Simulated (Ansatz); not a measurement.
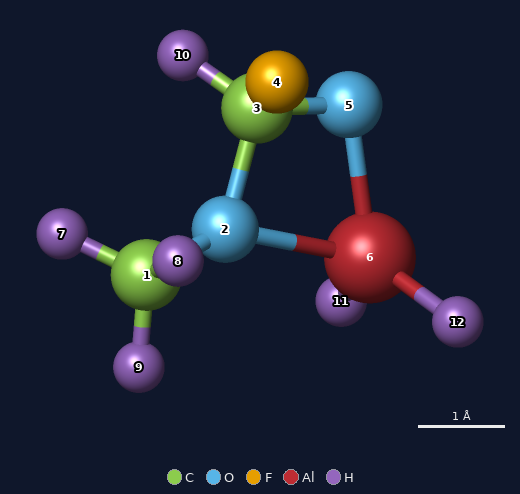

Figure 1. The starting structure (ball-and-stick view, seen at a tilt; atoms are numbered from 1 in the order of the input). Sticks mark near contacts. Bond lengths as drawn: Al–H 1.58 Å, Al–O 1.82 to 1.99 Å, C–F 1.36 Å, C–H 1.10 to 1.11 Å and C–O 1.31 to 1.46 Å.

# Nudged elastic band, with input and output: C2H6AlFO2 (part 1 of 2)

The run: nudged elastic band of C2H6AlFO2. Method and program: RKS CAM-B3LYP-D4/def2-SVP (Ansatz 0.2.0).

It belongs to a series of runs on one base structure; here: band between the two ends. Figures and captions count atoms from 1; the log counts them from 0 in places.

## Input file
```yaml
crystal:
  periodic: [false, false, false]
  atoms:
    - { symbol: C, position_ang: [0.967989, -0.018915, 1.290457] }
    - { symbol: O, position_ang: [0.297538, -0.155565, 0.045965] }
    - { symbol: C, position_ang: [-1.060919, -0.694457, -0.015694] }
    - { symbol: F, position_ang: [-1.756307, -0.085905, 0.985606] }
    - { symbol: O, position_ang: [-1.450059, -0.35761, -1.221496] }
    - { symbol: Al, position_ang: [-0.047483, 0.685391, -1.722389] }
    - { symbol: H, position_ang: [1.114304, -1.011299, 1.742707] }
    - { symbol: H, position_ang: [0.387386, 0.621233, 1.968089] }
    - { symbol: H, position_ang: [1.945073, 0.434317, 1.084988] }
    - { symbol: H, position_ang: [-1.033208, -1.775545, 0.218441] }
    - { symbol: H, position_ang: [0.908445, 0.056791, -2.809089] }
    - { symbol: H, position_ang: [-0.195657, 2.246166, -1.533687] }
basis:
  gaussian: { orbitals: def2-SVP }
hamiltonian:
  xc: cam_b3lyp
  dispersion: d4
neb:
  order_check: false
  images: 8
  f_tol: 0.03
  max_iterations: 57
  climbing: false
  final_atoms:
    - { symbol: C, position_ang: [0.96715613, -0.06345657, 1.28893093] }
    - { symbol: O, position_ang: [0.27714383, -0.19425524, 0.05456665] }
    - { symbol: C, position_ang: [-1.13999736, -0.55377463, 0.02509665] }
    - { symbol: F, position_ang: [-1.74248483, 0.1995901, 0.98745646] }
    - { symbol: O, position_ang: [-1.49174196, -0.24209813, -1.19896409] }
    - { symbol: Al, position_ang: [0.02876164, 0.58173036, -1.7604578] }
    - { symbol: H, position_ang: [1.99582552, 0.23515943, 1.05518003] }
    - { symbol: H, position_ang: [0.97857953, -1.03229428, 1.81032014] }
    - { symbol: H, position_ang: [0.48439085, 0.69616953, 1.91817184] }
    - { symbol: H, position_ang: [-1.25184912, -1.61328358, 0.3237691] }
    - { symbol: H, position_ang: [0.88613582, -0.2255307, -2.81053538] }
    - { symbol: H, position_ang: [0.08518194, 2.15664572, -1.65963652] }
  initial_path:
    images:
      - { positions_ang: [[0.967989, -0.018915, 1.290457], [0.297538, -0.155565, 0.045965], [-1.060919, -0.694457, -0.015694], [-1.756307, -0.085905, 0.985606], [-1.450059, -0.35761, -1.221496], [-0.047483, 0.685391, -1.722389], [1.114304, -1.011299, 1.742707], [0.387386, 0.621233, 1.968089], [1.945073, 0.434317, 1.084988], [-1.033208, -1.775545, 0.218441], [0.908445, 0.056791, -2.809089], [-0.195657, 2.246166, -1.533687]] }
      - { positions_ang: [[0.95920531, -0.04038104, 1.37749688], [0.23541513, 0.01634657, 0.21138695], [-1.01645235, -0.6057462, 0.01327665], [-1.75145683, -0.22542257, 0.98976961], [-1.45330928, -0.20255168, -1.16447774], [-0.10076519, 0.67660142, -1.86374422], [1.30023549, -0.75409512, 1.68412287], [0.45820293, 0.22432071, 1.89019872], [1.65282224, 0.38053287, 1.45332307], [-0.86583184, -1.64852758, 0.12395852], [0.67930711, -0.06367795, -2.9550274], [-0.02027074, 2.18720256, -1.72638591]] }
      - { positions_ang: [[0.95042162, -0.06184709, 1.46453676], [0.17329227, 0.18825813, 0.37680891], [-0.97198569, -0.51703539, 0.0422473], [-1.74660666, -0.36494013, 0.99393323], [-1.45655956, -0.04749335, -1.10745948], [-0.15404737, 0.66781184, -2.00509943], [1.48616698, -0.49689124, 1.62553874], [0.52901987, -0.17259158, 1.81230844], [1.36057148, 0.32674875, 1.82165813], [-0.69845568, -1.52151016, 0.02947604], [0.45016922, -0.1841469, -3.10096579], [0.15511552, 2.12823912, -1.91908483]] }
      - { positions_ang: [[0.94163794, -0.08331313, 1.55157663], [0.1111694, 0.3601697, 0.54223086], [-0.92751904, -0.42832459, 0.07121795], [-1.7417565, -0.5044577, 0.99809684], [-1.45980983, 0.10756497, -1.05044122], [-0.20732956, 0.65902226, -2.14645465], [1.67209847, -0.23968736, 1.5669546], [0.5998368, -0.56950386, 1.73441815], [1.06832073, 0.27296462, 2.1899932], [-0.53107952, -1.39449274, -0.06500645], [0.22103133, -0.30461586, -3.24690419], [0.33050178, 2.06927568, -2.11178374]] }
      - { positions_ang: [[0.93285425, -0.10477917, 1.63861651], [0.04904653, 0.53208127, 0.70765282], [-0.88305238, -0.33961379, 0.1001886], [-1.73690633, -0.64397526, 1.00226045], [-1.46306011, 0.26262329, -0.99342295], [-0.26061174, 0.65023268, -2.28780987], [1.85802996, 0.01751653, 1.50837047], [0.67065374, -0.96641615, 1.65652787], [0.77606997, 0.2191805, 2.55832826], [-0.36370336, -1.26747532, -0.15948893], [-0.00810656, -0.42508481, -3.39284258], [0.50588804, 2.01031224, -2.30448266]] }
      - { positions_ang: [[0.93276171, -0.10972824, 1.63844695], [0.04678051, 0.52778235, 0.70860855], [-0.89183887, -0.32398241, 0.1047209], [-1.73537053, -0.61225358, 1.00246606], [-1.46769155, 0.27545794, -0.99091941], [-0.25214012, 0.63871483, -2.29203973], [1.9559768, 0.15601191, 1.43197859], [0.73634191, -1.1501414, 1.638998], [0.61377195, 0.24827522, 2.65090424], [-0.38799682, -1.24944628, -0.14778581], [-0.01058536, -0.45645389, -3.39300329], [0.53709236, 2.00036554, -2.31847705]] }
      - { positions_ang: [[0.94136031, -0.09816032, 1.55106794], [0.10437134, 0.34727296, 0.54509808], [-0.95387849, -0.38143046, 0.08481484], [-1.73714911, -0.40929266, 0.99871366], [-1.47370415, 0.14606892, -1.04293058], [-0.18191468, 0.62446871, -2.15914425], [1.96593898, 0.17579879, 1.33777895], [0.79690131, -1.12067962, 1.68182853], [0.58142668, 0.3602488, 2.46772114], [-0.60395989, -1.3404056, -0.02989708], [0.21359494, -0.39872309, -3.24738631], [0.42411476, 2.03943558, -2.15376692]] }
      - { positions_ang: [[0.94995892, -0.0865924, 1.46368894], [0.16196217, 0.16676356, 0.3815876], [-1.01591811, -0.43887852, 0.06490878], [-1.73892768, -0.20633174, 0.99496126], [-1.47971675, 0.0166799, -1.09494175], [-0.11168924, 0.61022259, -2.02624877], [1.97590116, 0.19558567, 1.24357931], [0.85746072, -1.09121784, 1.72465907], [0.5490814, 0.47222238, 2.28453804], [-0.81992297, -1.43136493, 0.08799165], [0.43777523, -0.34099229, -3.10176934], [0.31113715, 2.07850563, -1.98905678]] }
      - { positions_ang: [[0.95855752, -0.07502449, 1.37630994], [0.219553, -0.01374584, 0.21807712], [-1.07795773, -0.49632657, 0.04500271], [-1.74070625, -0.00337082, 0.99120886], [-1.48572936, -0.11270911, -1.14695292], [-0.0414638, 0.59597648, -1.89335329], [1.98586334, 0.21537255, 1.14937967], [0.91802013, -1.06175606, 1.7674896], [0.51673613, 0.58419595, 2.10135494], [-1.03588604, -1.52232425, 0.20588037], [0.66195553, -0.2832615, -2.95615236], [0.19815954, 2.11757567, -1.82434665]] }
      - { positions_ang: [[0.96715613, -0.06345657, 1.28893093], [0.27714383, -0.19425524, 0.05456665], [-1.13999736, -0.55377463, 0.02509665], [-1.74248483, 0.1995901, 0.98745646], [-1.49174196, -0.24209813, -1.19896409], [0.02876164, 0.58173036, -1.7604578], [1.99582552, 0.23515943, 1.05518003], [0.97857953, -1.03229428, 1.81032014], [0.48439085, 0.69616953, 1.91817184], [-1.25184912, -1.61328358, 0.3237691], [0.88613582, -0.2255307, -2.81053538], [0.08518194, 2.15664572, -1.65963652]] }
```

Launched with:
```bash
ansatz run input.yaml --threads 2 --pin off --max-ram 3072MiB --backend cpu --events-out ev --progress --plain --runs-dir out
```

## Output
```
Engine: ansatz 0.2.0, aarch64-unknown-linux-gnu
Functional definition: CAM-B3LYP
  parameter alpha = 0.19
  parameter beta = 0.46
  parameter omega = 0.33/bohr
  parameter ac = 0.81
  exchange = (1 - alpha - beta)*b88_x + beta*b88_x_sr(omega) + alpha*exact_x + beta*exact_x_lr(omega)
  correlation = (1 - ac)*vwn5_c + ac*lyp_c
1253 factors; integrals over basis functions are off by at most 3.6e-4 eV
390 factors; integrals over basis functions are off by at most 8.8e-7 eV
mean field evaluation 1: about -15564.1677 eV, gradient 5.3e1 eV
mean field evaluation 2: about -15562.7303 eV, gradient 6.2e1 eV
mean field evaluation 4: about -15569.0398 eV, gradient 2.5e0 eV
mean field evaluation 8: about -15569.0851 eV, gradient 2.4e-2 eV
mean field -15569.08509356 eV, -572.1533240835 hartree, gradient 6.0e-5 eV, S^2 0.000000; 0 other end points of the search recorded, 0 dependent functions left out
the calculation of the forces begins
reference -15569.08522683 eV, -572.1533289809 hartree; 28, 28 occupied and 90, 90 virtual orbitals, 1253 factors
1253 factors; integrals over basis functions are off by at most 7.8e-4 eV
390 factors; integrals over basis functions are off by at most 8.5e-7 eV
mean field evaluation 16: about -15564.1673 eV, gradient 5.3e1 eV
mean field -15569.08507460 eV, -572.1533233867 hartree, gradient 5.8e-5 eV, S^2 0.000000; 0 other end points of the search recorded, 0 dependent functions left out
[... from here on the field's lines of each further geometry are left out, up to the last ...]
NEB iter   1: max|band force component| = 1.009e2 eV/Å  barrier→ = 34.5512 eV  barrier← = 34.5512 eV  Δτ_max = 0.2000 Å  (266 SCF iters)
NEB iter   2: max|band force component| = 2.969e1 eV/Å  barrier→ = 12.7517 eV  barrier← = 12.7517 eV  Δτ_max = 0.2000 Å  (260 SCF iters)
NEB iter   3: max|band force component| = 1.047e1 eV/Å  barrier→ = 5.1567 eV  barrier← = 5.1567 eV  Δτ_max = 0.1995 Å  (264 SCF iters)
NEB iter   4: max|band force component| = 5.730e0 eV/Å  barrier→ = 2.0646 eV  barrier← = 2.0646 eV  Δτ_max = 0.2000 Å  (251 SCF iters)
NEB iter   5: max|band force component| = 3.118e0 eV/Å  barrier→ = 0.5430 eV  barrier← = 0.5431 eV  Δτ_max = 0.2000 Å  (234 SCF iters)
NEB iter   6: max|band force component| = 2.352e0 eV/Å  barrier→ = 0.4866 eV  barrier← = 0.4866 eV  Δτ_max = 0.2000 Å  (237 SCF iters)
NEB iter   7: max|band force component| = 1.814e0 eV/Å  barrier→ = 0.4650 eV  barrier← = 0.4650 eV  Δτ_max = 0.2000 Å  (241 SCF iters)
NEB iter   8: max|band force component| = 1.261e0 eV/Å  barrier→ = 0.2715 eV  barrier← = 0.2715 eV  Δτ_max = 0.1703 Å  (241 SCF iters)
NEB iter   9: max|band force component| = 1.127e0 eV/Å  barrier→ = 0.1751 eV  barrier← = 0.1751 eV  Δτ_max = 0.2000 Å  (241 SCF iters)
NEB iter  10: max|band force component| = 4.846e-1 eV/Å  barrier→ = 0.0510 eV  barrier← = 0.0510 eV  Δτ_max = 0.1980 Å  (237 SCF iters)
NEB iter  11: max|band force component| = 1.731e-1 eV/Å  barrier→ = 0.0461 eV  barrier← = 0.0461 eV  Δτ_max = 0.0583 Å  (234 SCF iters)
NEB iter  12: max|band force component| = 8.945e-2 eV/Å  barrier→ = 0.0366 eV  barrier← = 0.0366 eV  Δτ_max = 0.2000 Å  (234 SCF iters)
NEB iter  13: max|band force component| = 5.358e-1 eV/Å  barrier→ = 0.0841 eV  barrier← = 0.0841 eV  Δτ_max = 0.1021 Å  (243 SCF iters)
NEB iter  14: max|band force component| = 2.493e-1 eV/Å  barrier→ = 0.0403 eV  barrier← = 0.0404 eV  Δτ_max = 0.1076 Å  (237 SCF iters)
NEB iter  15: max|band force component| = 9.782e-2 eV/Å  barrier→ = 0.0333 eV  barrier← = 0.0333 eV  Δτ_max = 0.0506 Å  (237 SCF iters)
NEB iter  16: max|band force component| = 4.371e-2 eV/Å  barrier→ = 0.0332 eV  barrier← = 0.0332 eV  Δτ_max = 0.0880 Å  (219 SCF iters)
NEB iter  17: max|band force component| = 1.451e-1 eV/Å  barrier→ = 0.0327 eV  barrier← = 0.0328 eV  Δτ_max = 0.0447 Å  (217 SCF iters)
the calculation of the forces begins
reference -15569.08185606 eV, -572.1532051075 hartree; 28, 28 occupied and 90, 90 virtual orbitals, 1253 factors
1253 factors; integrals over basis functions are off by at most 5.2e-4 eV
390 factors; integrals over basis functions are off by at most 8.6e-7 eV
mean field -15569.05216887 eV, -572.1521141234 hartree, gradient 6.6e-6 eV, S^2 0.000000; 1 other end points of the search recorded, 0 dependent functions left out
the calculation of the forces begins
reference -15569.05230034 eV, -572.1521189549 hartree; 28, 28 occupied and 90, 90 virtual orbitals, 1253 factors
NEB iter  18: max|band force component| = 2.719e-2 eV/Å  barrier→ = 0.0326 eV  barrier← = 0.0326 eV  Δτ_max = 0.0000 Å  (426 SCF iters)
```
